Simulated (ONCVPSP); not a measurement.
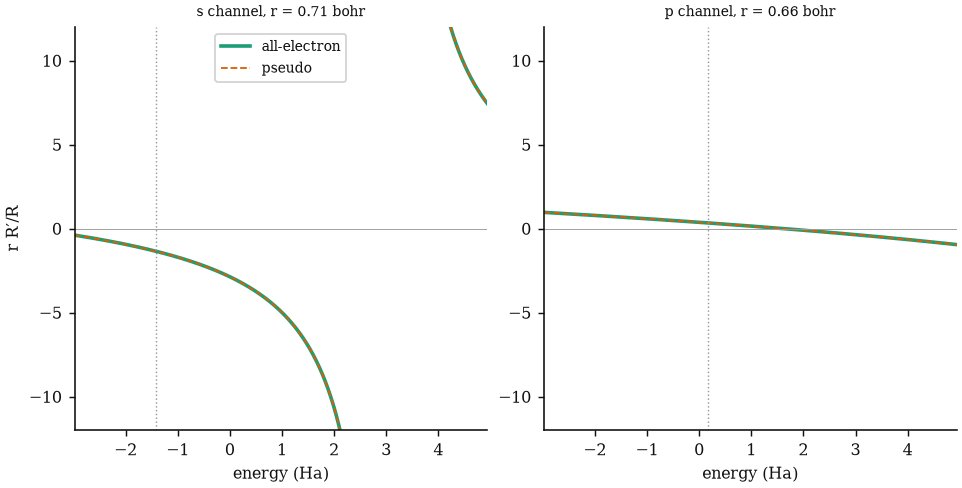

Logarithmic derivatives r R′/R at the test radius against energy, all-electron atom (solid) and pseudo-atom (dashed). Here R(r) is the radial function. The dotted line marks the reference energy of the channel.

Input of ONCVPSP 4.0.1:

```
# ATOM AND REFERENCE CONFIGURATION
# atsym  z   nc   nv     iexc    psfile
  He 2.00    0    1  -001012      upf
#
#   n    l    f
    1    0    1.00
#
# PSEUDOPOTENTIAL AND OPTIMIZATION
# lmax
    1
#
#   l,   rc,      ep,       ncon, nbas, qcut
    0    0.70    0.00    4    8   18.80
    1    0.65    0.17    3    6   12.70
#
# LOCAL POTENTIAL
# lloc, lpopt,  rc(5),   dvloc0
    4    5    0.55   -1.00
#
# VANDERBILT-KLEINMAN-BYLANDER PROJECTORs
# l, nproj, debl
    0    2    3.70
    1    2    2.50
#
# MODEL CORE CHARGE
# icmod, fcfact, rcfact
    0    0.00    0.00
#
# LOG DERIVATIVE ANALYSIS
# epsh1, epsh2, depsh
   -3.00    5.00    0.02
#
# OUTPUT GRID
# rlmax, drl
    6.00    0.01
#
# TEST CONFIGURATIONS
# ncnf
    2
# nvcnf
#   n    l    f
    1
    1    0    2.00
#
    1
    1    0    1.50
#
```

Command:
```bash
oncvpsp.x < He.dat > He.out
```

Functional and relativity: LDA (Perdew-Wang 92), scalar-relativistic.

**Where do the curves cross zero?**

s: all-electron nowhere, pseudo nowhere; p: all-electron 1.6 Ha, pseudo 1.6 Ha.

**What does the plot say about ghosts?**

The plot shows none: pseudo and all-electron curves have the same branches in all channels drawn. The separate test gives: no bound ghost flagged; no localised positive-energy state flagged.

**List the energies at which the logarithmic derivative diverges.**

s: all-electron at 3.1 Ha, pseudo at 3.1 Ha; p: all-electron at no energy in the range, pseudo at no energy in the range.
